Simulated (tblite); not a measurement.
**C$_{6}$H$_{14}$N$_{3}$Si (charge +1): geometry relaxation (part 2 of 2)**

The same run, continued: C$_{6}$H$_{14}$N$_{3}$Si, charge +1; GFN2-xTB geometry optimisation, gas phase (tblite 0.8.0). 

Geometry of the input (Å):
```
C  2.5189  -1.1237  0.1598
C  2.3600  0.3737  -0.0153
C  1.3369  0.7422  -1.0317
N  0.0004  0.2359  -0.6776
N  -0.4933  -0.9534  -1.0078
N  -1.7178  -1.1061  -0.5237
C  -2.5325  -2.2880  -0.7212
C  -2.0353  0.0071  0.1775
C  -0.9399  0.8338  0.0705
Si -0.8745  2.5165  0.8597
H  3.5965  -1.3546  0.1677
H  2.0581  -1.6906  -0.6829
H  2.1000  -1.4904  1.1380
H  3.3555  0.7613  -0.3359
H  2.1121  0.8485  0.9562
H  1.5976  0.4623  -2.0526
H  1.2774  1.8590  -1.0076
H  -2.8545  -2.6553  0.2928
H  -3.4513  -2.0739  -1.2852
H  -1.9455  -3.1026  -1.2049
H  -2.9717  0.1985  0.7025
H  0.4121  2.7115  1.5614
H  -0.9227  3.5786  -0.1798
H  -1.9983  2.7295  1.7510
```

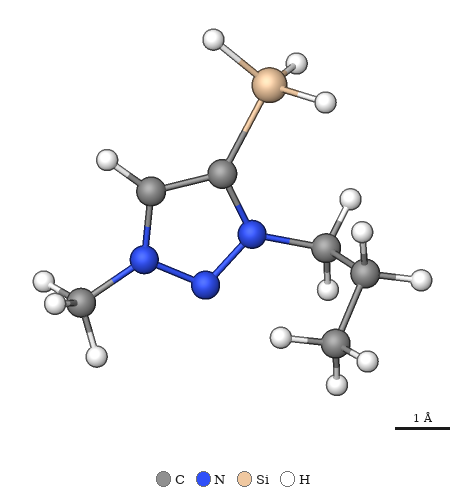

**Figure 1.** The geometry at step 92 of the log (ball-and-stick view, seen on its broad side).

## Trajectory as extended XYZ, continued
```
24
Properties=species:S:1:pos:R:3:forces:R:3 step=46 energy=-818.82275
C     2.4009   -1.1553    0.1498   -0.0230   0.0450  -0.0200
C     2.3164    0.3520   -0.0594   -0.0040   0.0360  -0.0090
C     1.2091    0.7708   -1.0384   -0.0030  -0.0060  -0.0210
N    -0.0828    0.2963   -0.6235    0.0160  -0.0150   0.0200
N    -0.4909   -0.8724   -1.0173    0.0150  -0.0130   0.0190
N    -1.6446   -1.0763   -0.4581    0.0050  -0.0140   0.0070
C    -2.3785   -2.2794   -0.7162   -0.0270  -0.0150   0.0000
C    -1.9929   -0.0240    0.3099    0.0220   0.0020  -0.0030
C    -0.9666    0.8935    0.2090    0.0060   0.0140  -0.0100
Si   -0.7983    2.6703    0.9036   -0.0020   0.0050   0.0050
H     3.3171   -1.3983    0.6816   -0.0400   0.0020  -0.0060
H     2.4112   -1.6780   -0.8030    0.0080   0.0000   0.0020
H     1.5652   -1.5239    0.7414    0.0030  -0.0050  -0.0260
H     3.2549    0.7125   -0.4798    0.0120   0.0030   0.0020
H     2.1671    0.8527    0.8982   -0.0120  -0.0140   0.0120
H     1.4010    0.3380   -2.0217    0.0430  -0.0480  -0.0060
H     1.1721    1.8586   -1.1193   -0.0060  -0.0090   0.0050
H    -2.6979   -2.7419    0.2164    0.0120   0.0130   0.0370
H    -3.2611   -2.0571   -1.3163   -0.0310  -0.0020  -0.0210
H    -1.7353   -2.9646   -1.2646    0.0130   0.0170  -0.0040
H    -2.9065    0.0107    0.8669    0.0180   0.0200  -0.0230
H     0.4803    2.6880    1.6057   -0.0050  -0.0060   0.0220
H    -0.7856    3.4960   -0.3024   -0.0080   0.0020   0.0070
H    -1.9662    2.8515    1.7487   -0.0110  -0.0120   0.0110
24
Properties=species:S:1:pos:R:3:forces:R:3 step=61 energy=-818.82984
C     2.3872   -1.1432    0.1363    0.0090  -0.0060  -0.0090
C     2.3181    0.3655   -0.0606   -0.0150  -0.0110  -0.0030
C     1.2200    0.7648   -1.0571    0.0220  -0.0060   0.0090
N    -0.0688    0.2892   -0.6324    0.0100  -0.0030  -0.0150
N    -0.4794   -0.8833   -1.0138   -0.0080  -0.0040  -0.0120
N    -1.6356   -1.0778   -0.4552   -0.0010  -0.0020   0.0040
C    -2.3801   -2.2786   -0.6987    0.0040   0.0110   0.0010
C    -1.9793   -0.0169    0.3019   -0.0040   0.0010  -0.0020
C    -0.9500    0.8951    0.1960    0.0050   0.0030  -0.0220
Si   -0.7954    2.6619    0.9140   -0.0120   0.0280   0.0170
H     3.2582   -1.4020    0.7303   -0.0030   0.0140   0.0200
H     2.4664   -1.6543   -0.8194    0.0080   0.0040  -0.0130
H     1.5064   -1.5170    0.6545    0.0220  -0.0120   0.0050
H     3.2657    0.7277   -0.4596   -0.0220  -0.0060  -0.0070
H     2.1497    0.8588    0.8981   -0.0220  -0.0030  -0.0120
H     1.4269    0.3066   -2.0271   -0.0060  -0.0040   0.0190
H     1.1722    1.8499   -1.1612    0.0080  -0.0070  -0.0010
H    -2.6860   -2.7343    0.2429    0.0100   0.0150  -0.0010
H    -3.2708   -2.0524   -1.2871    0.0030  -0.0190   0.0050
H    -1.7459   -2.9679   -1.2532   -0.0070   0.0120  -0.0010
H    -2.8964    0.0363    0.8494   -0.0090  -0.0090   0.0100
H     0.4674    2.6760    1.6456   -0.0100   0.0000  -0.0130
H    -0.7861    3.5017   -0.2825    0.0140   0.0040   0.0250
H    -1.9759    2.8140    1.7501    0.0050  -0.0020  -0.0050
24
Properties=species:S:1:pos:R:3:forces:R:3 step=76 energy=-818.83333
C     2.3989   -1.1466    0.1305    0.0150  -0.0120   0.0050
C     2.3024    0.3613   -0.0585    0.0020  -0.0080  -0.0020
C     1.2235    0.7527   -1.0765   -0.0030  -0.0020  -0.0050
N    -0.0732    0.2953   -0.6580   -0.0130   0.0150  -0.0010
N    -0.4897   -0.8773   -1.0330    0.0040  -0.0010   0.0220
N    -1.6419   -1.0672   -0.4651   -0.0090   0.0010  -0.0090
C    -2.3815   -2.2752   -0.6841    0.0010   0.0010   0.0080
C    -1.9796   -0.0018    0.2883   -0.0060  -0.0070  -0.0090
C    -0.9496    0.9088    0.1708   -0.0110  -0.0050   0.0140
Si   -0.7997    2.6643    0.9241    0.0060  -0.0050  -0.0010
H     3.2471   -1.3827    0.7660   -0.0010  -0.0030   0.0100
H     2.5406   -1.6490   -0.8231   -0.0010   0.0180   0.0020
H     1.5065   -1.5513    0.6038    0.0100   0.0070  -0.0070
H     3.2525    0.7406   -0.4333    0.0020   0.0110  -0.0050
H     2.1021    0.8470    0.8979   -0.0120  -0.0090   0.0010
H     1.4374    0.2726   -2.0334    0.0010  -0.0010  -0.0110
H     1.1880    1.8357   -1.2023    0.0010   0.0060   0.0070
H    -2.6611   -2.7215    0.2698   -0.0080  -0.0050   0.0020
H    -3.2872   -2.0658   -1.2554    0.0100  -0.0070   0.0050
H    -1.7516   -2.9650   -1.2425   -0.0100   0.0110  -0.0080
H    -2.8929    0.0503    0.8437    0.0110   0.0080  -0.0060
H     0.4548    2.6610    1.6685    0.0030  -0.0100   0.0050
H    -0.7675    3.5462   -0.2390   -0.0010  -0.0100  -0.0060
H    -1.9900    2.7875    1.7519    0.0090   0.0060  -0.0090
24
Properties=species:S:1:pos:R:3:forces:R:3 step=92 energy=-818.83516
C     2.4249   -1.1424    0.1194    0.0010  -0.0040   0.0110
C     2.2888    0.3641   -0.0523    0.0190   0.0000   0.0050
C     1.2168    0.7435   -1.0809   -0.0070   0.0080   0.0070
N    -0.0811    0.2914   -0.6613   -0.0020  -0.0150   0.0150
N    -0.4984   -0.8831   -1.0282   -0.0270  -0.0040   0.0000
N    -1.6542   -1.0653   -0.4647   -0.0140  -0.0020   0.0150
C    -2.3921   -2.2758   -0.6733    0.0070  -0.0070  -0.0080
C    -1.9916    0.0057    0.2806    0.0000   0.0050   0.0040
C    -0.9571    0.9107    0.1637   -0.0070   0.0060  -0.0090
Si   -0.7857    2.6601    0.9232   -0.0010  -0.0020  -0.0030
H     3.2455   -1.3630    0.7956    0.0040   0.0020  -0.0030
H     2.6292   -1.6265   -0.8323    0.0010   0.0280   0.0050
H     1.5220   -1.5794    0.5399   -0.0040  -0.0100  -0.0020
H     3.2332    0.7786   -0.4016    0.0280  -0.0010  -0.0200
H     2.0549    0.8333    0.9046   -0.0020  -0.0270   0.0200
H     1.4325    0.2584   -2.0351    0.0080   0.0020   0.0070
H     1.1838    1.8258   -1.2085   -0.0120   0.0210  -0.0220
H    -2.6469   -2.7335    0.2827   -0.0080   0.0160  -0.0080
H    -3.3102   -2.0697   -1.2253    0.0010  -0.0030   0.0150
H    -1.7682   -2.9551   -1.2501   -0.0040  -0.0180  -0.0180
H    -2.9081    0.0705    0.8293    0.0120  -0.0140  -0.0030
H     0.4562    2.6216    1.6872    0.0110   0.0080   0.0000
H    -0.7263    3.5384   -0.2406    0.0120   0.0110  -0.0080
H    -1.9795    2.8112    1.7390   -0.0140   0.0010   0.0000
24
Properties=species:S:1:pos:R:3:forces:R:3 step=107 energy=-818.83701
C     2.4598   -1.1328    0.1046    0.0020  -0.0020  -0.0010
C     2.2819    0.3724   -0.0359    0.0040  -0.0030  -0.0020
C     1.2085    0.7355   -1.0700   -0.0030  -0.0040  -0.0010
N    -0.0898    0.2795   -0.6539    0.0020   0.0010   0.0070
N    -0.5107   -0.8947   -1.0188    0.0060   0.0050  -0.0030
N    -1.6711   -1.0689   -0.4619    0.0090  -0.0010   0.0050
C    -2.4125   -2.2783   -0.6673    0.0000   0.0010  -0.0030
C    -2.0080    0.0075    0.2761    0.0040  -0.0010   0.0080
C    -0.9689    0.9077    0.1610    0.0000   0.0020   0.0050
Si   -0.7725    2.6582    0.9140   -0.0030  -0.0010  -0.0030
H     3.2570   -1.3461    0.8103    0.0020  -0.0010   0.0000
H     2.7219   -1.5799   -0.8504    0.0030   0.0000  -0.0010
H     1.5530   -1.6104    0.4696    0.0050  -0.0020   0.0010
H     3.2173    0.8206   -0.3699    0.0030  -0.0060   0.0030
H     2.0265    0.8115    0.9300   -0.0060  -0.0050  -0.0080
H     1.4338    0.2404   -2.0167    0.0030   0.0070  -0.0070
H     1.1665    1.8165   -1.2131   -0.0030  -0.0090  -0.0020
H    -2.6422   -2.7475    0.2896   -0.0010   0.0050  -0.0010
H    -3.3460   -2.0663   -1.1893   -0.0060   0.0050   0.0020
H    -1.8059   -2.9517   -1.2695    0.0030   0.0020  -0.0040
H    -2.9267    0.0743    0.8200   -0.0030   0.0040   0.0040
H     0.4577    2.5971    1.6966   -0.0070   0.0030   0.0050
H    -0.6630    3.5334   -0.2493   -0.0030  -0.0020  -0.0060
H    -1.9779    2.8419    1.7056   -0.0110   0.0010  -0.0010
24
Properties=species:S:1:pos:R:3:forces:R:3 step=122 energy=-818.83821
C     2.4946   -1.1360    0.0871    0.0020   0.0030  -0.0030
C     2.2831    0.3669   -0.0297   -0.0040   0.0000   0.0010
C     1.2092    0.7244   -1.0653   -0.0010   0.0020  -0.0050
N    -0.0883    0.2714   -0.6437   -0.0030   0.0030  -0.0050
N    -0.5143   -0.9011   -1.0077   -0.0020  -0.0010   0.0030
N    -1.6747   -1.0703   -0.4491   -0.0060   0.0070  -0.0030
C    -2.4301   -2.2691   -0.6626    0.0030  -0.0060  -0.0030
C    -2.0060    0.0074    0.2892    0.0040   0.0040   0.0020
C    -0.9646    0.9041    0.1711    0.0000  -0.0010   0.0020
Si   -0.7837    2.6635    0.9060    0.0000   0.0040   0.0010
H     3.2752   -1.3431    0.8129    0.0010  -0.0030   0.0030
H     2.7989   -1.5557   -0.8677   -0.0030  -0.0040  -0.0040
H     1.5896   -1.6445    0.4129    0.0040   0.0030  -0.0020
H     3.2123    0.8413   -0.3444   -0.0070  -0.0030  -0.0010
H     2.0054    0.7837    0.9399    0.0050  -0.0010   0.0040
H     1.4320    0.2273   -2.0115    0.0080  -0.0040  -0.0010
H     1.1651    1.8044   -1.2133    0.0040   0.0050   0.0040
H    -2.6430   -2.7566    0.2889    0.0000   0.0010   0.0000
H    -3.3730   -2.0376   -1.1593    0.0010   0.0010   0.0060
H    -1.8424   -2.9339   -1.2921    0.0040  -0.0080  -0.0030
H    -2.9228    0.0784    0.8355   -0.0090   0.0020   0.0020
H     0.4205    2.6107    1.7279   -0.0030   0.0010   0.0030
H    -0.6390    3.5217   -0.2666    0.0010  -0.0040  -0.0030
H    -2.0157    2.8624    1.6525    0.0000  -0.0010   0.0000
```

## Summary

- outcome: converged
- total energy: −818.8382 eV
- hardware: 1 CPU thread, shared host
- wall time: 2.1 s
- peak memory: 0.18 GiB
